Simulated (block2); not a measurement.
**NS (Mononitrogen monosulfide) at DMRG/STO-6G**

We compute the energy of NS (Mononitrogen monosulfide). The job is set up through a Python script.

The results are computed with block2 0.5.4.

3 further runs of the same task are left out: 3 set aside as unsound or not needed. Runs told in other sessions of the task aren't counted.

## (1) The system as given

NS: 2 atoms, total charge 0, spin state doublet. As SMILES, `[N]=S`. The N1–S2 distance was set to 3.268 Å, away from the relaxed value.

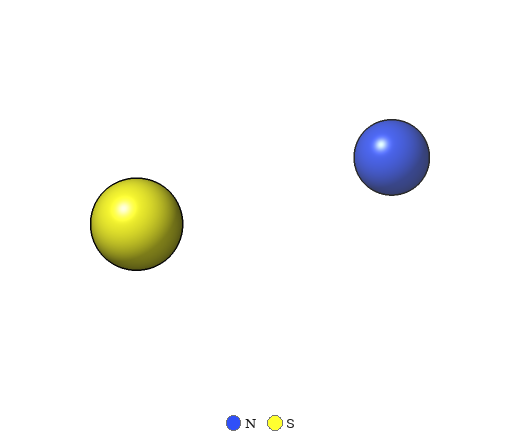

The structure, seen from a chosen angle (nitrogen blue, sulfur yellow).

## (2) The energy at DMRG/STO-6G

run_dmrg.py

```python
import numpy as np
from pyscf import cc, dft, gto, lo, mcscf, mp, scf
from pyblock2._pyscf.ao2mo import integrals as itg
from pyblock2.driver.core import DMRGDriver, SymmetryTypes

mol = gto.M(atom="""
N      0.000000     0.000000    -1.794000
S      0.000000     0.000000     1.474400
""", basis="sto-6g", charge=0, spin=1, verbose=3)
print("basis functions          = %d" % (mol.nao))
mf = scf.ROHF(mol)
mf.conv_tol = 1e-10
mf.max_cycle = 200
mf.kernel()
if not mf.converged:
    mf = mf.newton().run(mf.mo_coeff, mf.mo_occ)
print("reference energy         = %.10f" % (mf.e_tot))
ref = scf.UHF(mol).run(mf.make_rdm1(), conv_tol=1e-10)
pt = mp.MP2(ref, frozen=6).run()
mycc = cc.CCSD(ref, frozen=6)
mycc.max_cycle = 150
mycc.kernel()
print("E(MP2)                   = %.10f" % (pt.e_tot))
if mycc.converged:
    print("E(CCSD)                  = %.10f" % (mycc.e_tot))
    print("E(CCSD(T))               = %.10f" % (mycc.e_tot + mycc.ccsd_t()))
ks = dft.UKS(mol, xc="m06l").set(conv_tol=1e-9, verbose=3).run(mf.make_rdm1())
if ks.converged:
    print(f"E(M06-L)                 = {ks.e_tot:.8f}")
ks = dft.UKS(mol, xc="tpssh").set(conv_tol=1e-9, verbose=3).run(mf.make_rdm1())
if ks.converged:
    print(f"E(TPSSh)                 = {ks.e_tot:.8f}")
ks = dft.UKS(mol, xc="camb3lyp").set(conv_tol=1e-9, verbose=3).run(mf.make_rdm1())
if ks.converged:
    print(f"E(CAM-B3LYP)             = {ks.e_tot:.8f}")
ks = dft.UKS(mol, xc="pbe0").set(conv_tol=1e-9, verbose=3).run(mf.make_rdm1())
if ks.converged:
    print(f"E(PBE0)                  = {ks.e_tot:.8f}")
ks = dft.UKS(mol, xc="wb97x").set(conv_tol=1e-9, verbose=3).run(mf.make_rdm1())
if ks.converged:
    print("E(wB97X)                 = %.8f" % (ks.e_tot))
mo = mf.mo_coeff.copy()
for a, b in ((6, 11), (12, 14)):
    if b - a > 1:
        mo[:, a:b] = lo.PM(mol, mo[:, a:b]).kernel()
mf.mo_coeff = mo
ncas, n_elec, spin, ecore, h1e, g2e, orb_sym = itg.get_rhf_integrals(mf, ncore=6, ncas=8, pg_symm=False, g2e_symm=1)
driver = DMRGDriver(scratch="./tmp", symm_type=SymmetryTypes.SU2, stack_mem=1500 << 20, n_threads=1)
idx = driver.orbital_reordering(h1e, g2e, method="gaopt")
print("orbital order:", idx.tolist())
h1e = h1e[np.ix_(idx, idx)]
g2e = g2e[np.ix_(idx, idx, idx, idx)]
orb_sym = np.array(orb_sym)[idx]
driver.initialize_system(n_sites=ncas, n_elec=n_elec, spin=spin, orb_sym=orb_sym)
mpo = driver.get_qc_mpo(h1e=h1e, g2e=g2e, ecore=ecore, iprint=0)
occs = np.array([1.9] * 5 + [1.0] * 1 + [0.1] * 2)[idx]
ket = driver.get_random_mps(tag="GS", bond_dim=75, nroots=1, occs=occs)
bond_dims = [75] * 3 + [100] * 2
noises = [0.0001] * 3 + [1e-05] * 2 + [0]
thrds = [1e-09] * 5
e = driver.dmrg(mpo, ket, n_sweeps=11, tol=1e-06, bond_dims=bond_dims, noises=noises, thrds=thrds, iprint=2)
ms, dws, es = driver.get_dmrg_results()
print("DW                       = %.3e" % (dws[-1]))
print(f"total energy             = {e:.10f}")
dm1 = driver.get_1pdm(ket)
print("natural occupations      =", np.round(np.linalg.eigvalsh(dm1)[::-1], 5).tolist())
c_act = mf.mo_coeff[:, 6:14][:, idx]
dm_ao = c_act @ dm1 @ c_act.T + 2 * mf.mo_coeff[:, :6] @ mf.mo_coeff[:, :6].T
print("dipole moment (debye)    =", np.round(scf.hf.dip_moment(mol, dm_ao, verbose=0), 4).tolist())
print(f"max block entropy        = {max(driver.get_bipartite_entanglement(ket)):.4f}")
csf, coef = driver.get_csf_coefficients(ket, cutoff=0.1, iprint=1)
print(f"leading coefficient squared = {np.max(np.abs(coef)) ** 2:.4f}")
ci = mcscf.CASCI(mf, 8, (6, 5))
ci.fix_spin_(ss=0.75)
ci.fcisolver.conv_tol = 1e-10
ci.fcisolver.max_cycle = 200
ci.kernel()
print(f"exact diagonalisation    = {ci.e_tot:.10f}")
```

The run is started by

```
$ python run_dmrg.py
```

Log:

```text
basis functions          = 14
converged SCF energy = -450.106811845275
reference energy         = -450.1068118453
converged SCF energy = -450.106811845279  <S^2> = 0.75  2S+1 = 2
E(UMP2) = -450.129204425251  E_corr = -0.0223925799716117
E(SCS-UMP2) = -450.133671681485  E_corr = -0.0268598362056512
UCCSD not converged
E(UCCSD) = -450.1836036366585  E_corr = -0.07679179137958164
E(MP2)                   = -450.1292044253

WARN: HOMO -0.0530914235349649 >= LUMO -0.0526327643665512

WARN: HOMO 0.479443152528488 >= LUMO 0.478209396692756

WARN: HOMO -0.0646405785647105 >= LUMO -0.0639691812475716

SCF not converged.
SCF energy = -449.282714858131 after 50 cycles  <S^2> = 0.75003996  2S+1 = 2.00004

WARN: HOMO 0.308634531815557 >= LUMO 0.288036433059646

WARN: HOMO 0.260382948241146 >= LUMO 0.244324840741983

WARN: HOMO 0.221399428134449 >= LUMO 0.210323343594263

[... 21 lines left out ...]
 --> Site =    1-   2 .. Mmps =   14 Ndav =   5 E =   -450.2471021660 Error = 0.00e+00 FLOPS = 4.99e+08 Tdav = 0.00 T = 0.01
[... 18 lines left out ...]
 <-- Site =    2-   3 .. Mmps =   75 Ndav =   2 E =   -450.3718301715 Error = 5.69e-12 FLOPS = 1.03e+09 Tdav = 0.00 T = 0.04
[... 27 lines left out ...]
 <-- Site =    6-   7 .. Mmps =    3 Ndav =   1 E =   -450.3718301715 Error = 0.00e+00 FLOPS = 2.81e+08 Tdav = 0.00 T = 0.00
[... 18 lines left out ...]
 --> Site =    3-   4 .. Mmps =  100 Ndav =   1 E =   -450.3718301715 Error = 6.85e-16 FLOPS = 1.13e+09 Tdav = 0.00 T = 0.05
[... 13 lines left out ...]
 <-- Site =    5-   6 .. Mmps =   10 Ndav =   1 E =   -450.3718301715 Error = 0.00e+00 FLOPS = 5.43e+08 Tdav = 0.00 T = 0.02
 <-- Site =    4-   5 .. Mmps =   30 Ndav =   1 E =   -450.3718301715 Error = 2.93e-25 FLOPS = 1.03e+09 Tdav = 0.00 T = 0.07
 <-- Site =    3-   4 .. Mmps =   51 Ndav =   1 E =   -450.3718301715 Error = 3.11e-21 FLOPS = 1.23e+09 Tdav = 0.00 T = 0.04
 <-- Site =    2-   3 .. Mmps =   45 Ndav =   1 E =   -450.3718301715 Error = 2.72e-20 FLOPS = 9.94e+08 Tdav = 0.00 T = 0.03
 <-- Site =    1-   2 .. Mmps =   16 Ndav =   1 E =   -450.3718301715 Error = 5.47e-21 FLOPS = 4.00e+08 Tdav = 0.00 T = 0.02
 <-- Site =    0-   1 .. Mmps =    4 Ndav =   1 E =   -450.3718301715 Error = 3.15e-22 FLOPS = 3.65e+07 Tdav = 0.00 T = 0.01
[... 8 lines left out ...]
DW                       = 2.721e-20
total energy             = -450.3718301715
natural occupations      = [1.99998, 1.99997, 1.99986, 1.08652, 1.01133, 1.00001, 0.98869, 0.91364]
dipole moment (debye)    = [-0.0, 0.0, -0.002]
max block entropy        = 0.0242
DTRIE T =      0.001
Number of CSF =          1 (cutoff =       0.1)
Sum of weights of included CSF =    0.996843479696328

CSF          0 +22+--2-  =    0.998420492426076
leading coefficient squared = 0.9968
CASCI E = -450.371830171780  E(CI) = -24.1293656522262  S^2 = 0.7500000
exact diagonalisation    = -450.3718301718
```

It took 28 s on 1 thread of Arm Neoverse N1, shared host; peak memory 0.25 GiB.

## (3) Results

Level: DMRG/STO-6G, 6 core orbitals frozen.

```
                                               quantity          value
                                           total energy  -450.37183 Eh
dipole moment (of the density that the program reports)         0.00 D
```
